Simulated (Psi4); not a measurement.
# wB97X-D/aug-cc-pVDZ (density fitting with cc-pvtz-jkfit, sweep point 4) run of BF3 (boron trifluoride)

What is the vertical ionisation energy of BF3 (boron trifluoride) at wB97X-D/aug-cc-pVDZ (density fitting with cc-pvtz-jkfit, sweep point 4)? 

The results are computed with Psi4 1.11.

2 further runs of the same task are left out: 2 set aside as unsound or not needed.

**1. The system as given**

BF3 has 4 atoms, charge 0, and is taken as a singlet. As SMILES, `FB(F)F`. The shape is that of a GFN2-xTB optimisation.

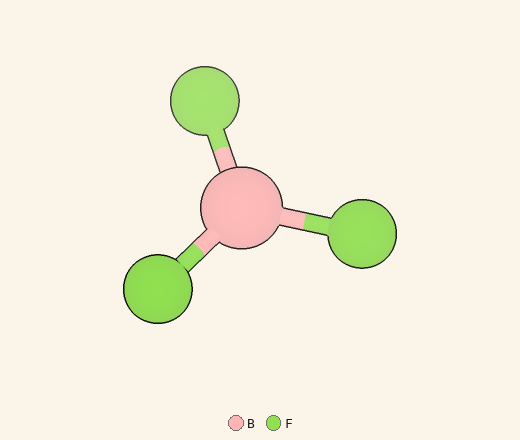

Viewed from a chosen angle; boron pink, fluorine green.

**2. A single-point energy at wB97X-D/aug-cc-pVDZ (density fitting with cc-pvtz-jkfit, sweep point 4)**

The input, bf3.in:

```
memory 1600 mb

molecule {
  0 1
  B      0.000110     0.000040    -0.000210
  F      1.300290    -0.027650     0.013460
  F     -0.626240     1.139760    -0.017260
  F     -0.674160    -1.112140     0.004010
  symmetry c1
}

set {
  puream true
  scf_type df
  dft_radial_points 99
  dft_spherical_points 590
  df_basis_scf cc-pvtz-jkfit
}

result, w = energy('wb97x-d/aug-cc-pVDZ', return_wfn=True)
print_variables()
```

Launch:

```bash
$ psi4 -i bf3.in -o bf3.out -n 1
```

bf3.out:

```text
[...]
  Running in c1 symmetry.
[...]
  Nuclear repulsion =  112.011173961466355
[...]
  Multiplicity = 1
[...]
  Nalpha       = 16
  Nbeta        = 16
[...]
    Number of basis functions: 92
[...]
   @DF-RKS iter   1:  -324.39676604100879   -5.99278e-01   6.32073e-03 DIIS/ADIIS
[...]
   @DF-RKS iter   6:  -324.49910392113236   -5.71180e-08   5.70674e-07 DIIS
[...]
    Orbital Energies [Eh]
    ---------------------
    Doubly Occupied:
       1A    -24.875900     2A    -24.875857     3A    -24.875837
       4A     -7.036697     5A     -1.395576     6A     -1.354618
       7A     -1.354559     8A     -0.715683     9A     -0.678414
      10A     -0.678384    11A     -0.636966    12A     -0.566749
      13A     -0.566732    14A     -0.557237    15A     -0.557198
      16A     -0.524442
[...]
  @DF-RKS Final Energy:  -324.49910392113236
   => Energetics <=
    Nuclear Repulsion Energy =            112.0111739614663549
    One-Electron Energy =                -673.3132511189378420
    Two-Electron Energy =                 261.9491666133896501
    DFT Exchange-Correlation Energy =     -25.1459730412602767
    Empirical Dispersion Energy =          -0.0002203357902629
    VV10 Nonlocal Energy =                  0.0000000000000000
    Total Energy =                       -324.4991039211323596
[...]
 Multipole Moments:
 ------------------------------------------------------------------------------------
     Multipole            Electronic (a.u.)      Nuclear  (a.u.)        Total (a.u.)
 ------------------------------------------------------------------------------------
 L = 1.  Multiply by 2.5417464519 to convert [e a0] to [Debye]
 Dipole X            :          0.0004586           -0.0000500            0.0004085
 Dipole Y            :          0.0001443           -0.0000171            0.0001273
 Dipole Z            :         -0.0005947            0.0000955           -0.0004992
 Magnitude           :                                                    0.0006575
[...]
```

Run time: 25 s. Hardware: 1 thread of Intel Xeon at 2.50GHz (Skylake/Cascade Lake), shared host; peak memory 0.85 GiB.

**3. The doublet cation**

The input, calc.inp:

```
memory 1600 MB

molecule molecule1 {
  1 2
  B      0.000110     0.000040    -0.000210
  F      1.300290    -0.027650     0.013460
  F     -0.626240     1.139760    -0.017260
  F     -0.674160    -1.112140     0.004010
  symmetry c1
}

set globals {
  basis aug-cc-pVDZ
  reference uks
  puream true
  scf_type df
  dft_radial_points 99
  dft_spherical_points 590
  df_basis_scf cc-pvtz-jkfit
  maxiter 150
}

result = energy("wb97x-d")
```

Launch:

```bash
$ psi4 -i calc.inp -o calc.out -n 1
```

calc.out:

```text
[...]
  Running in c1 symmetry.
[...]
  Nuclear repulsion =  112.011173961466355
[...]
  Multiplicity = 2
[...]
  Nalpha       = 16
  Nbeta        = 15
[...]
    Number of basis functions: 92
[...]
   @DF-UKS iter   1:  -323.89687357993807   -9.93854e-02   3.07719e-03 DIIS/ADIIS
[...]
   @DF-UKS iter   8:  -323.92978124447529   -8.73219e-08   5.30340e-07 DIIS
[...]
   @S^2 Observed:                7.560517694E-01
[...]
    Orbital Energies [Eh]
    ---------------------
    Alpha Occupied:
       1A    -25.261056     2A    -25.260993     3A    -25.260900
       4A     -7.383540     5A     -1.759773     6A     -1.721024
       7A     -1.720984     8A     -1.059790     9A     -1.032325
      10A     -1.032311    11A     -0.976387    12A     -0.937776
      13A     -0.937714    14A     -0.909919    15A     -0.905495
      16A     -0.905440
    Alpha Virtual:
      17A     -0.202503    18A     -0.159822    19A     -0.079560
      20A     -0.079552    21A     -0.077687    22A     -0.033448
      23A      0.032278    24A      0.032292    25A      0.052136
[...]
  @DF-UKS Final Energy:  -323.92978124447529
   => Energetics <=
    Nuclear Repulsion Energy =            112.0111739614663549
    One-Electron Energy =                -662.0142780255973776
    Two-Electron Energy =                 250.9210620042120183
    DFT Exchange-Correlation Energy =     -24.8475188487660823
    Empirical Dispersion Energy =          -0.0002203357902629
    VV10 Nonlocal Energy =                  0.0000000000000000
    Total Energy =                       -323.9297812444753504
[...]
 Multipole Moments:
 ------------------------------------------------------------------------------------
     Multipole            Electronic (a.u.)      Nuclear  (a.u.)        Total (a.u.)
 ------------------------------------------------------------------------------------
 L = 1.  Multiply by 2.5417464519 to convert [e a0] to [Debye]
 Dipole X            :         -0.0002835           -0.0000500           -0.0003335
 Dipole Y            :         -0.0000999           -0.0000171           -0.0001169
 Dipole Z            :         -0.0006263            0.0000955           -0.0005308
 Magnitude           :                                                    0.0006377
[...]
```

Run time: 36 s. Hardware: 1 thread of Intel Xeon at 2.50GHz (Skylake/Cascade Lake), shared host; peak memory 0.85 GiB.

**4. Results**

Level: wB97X-D/aug-cc-pVDZ (density fitting with cc-pvtz-jkfit, sweep point 4).

| quantity | value |
| --- | --- |
| singlet BF3: total energy | -324.49910 Eh |
| singlet BF3: dipole moment | 0.00 D |
| singlet BF3: HOMO energy | -14.27 eV |
| singlet BF3: LUMO energy | 1.26 eV |
| singlet BF3: HOMO–LUMO gap | 15.53 eV |
| singlet BF3: dispersion energy | -0.58 kJ/mol |
| doublet cation: total energy | -323.92978 Eh |
| doublet cation: HOMO energy (highest over α and β) | -23.39 eV |
| doublet cation: LUMO energy (lowest over α and β) | -16.76 eV |
| doublet cation: dispersion energy | -0.58 kJ/mol |
| doublet cation: ⟨S²⟩ | 0.756 |
| vertical ionisation energy (to the doublet cation) | 15.492 eV |

What this shows: Removing an electron at fixed nuclei costs 15.49 eV (357 kcal/mol). The negative HOMO energy of the first species, 14.27 eV, lies 1.22 eV below that difference.
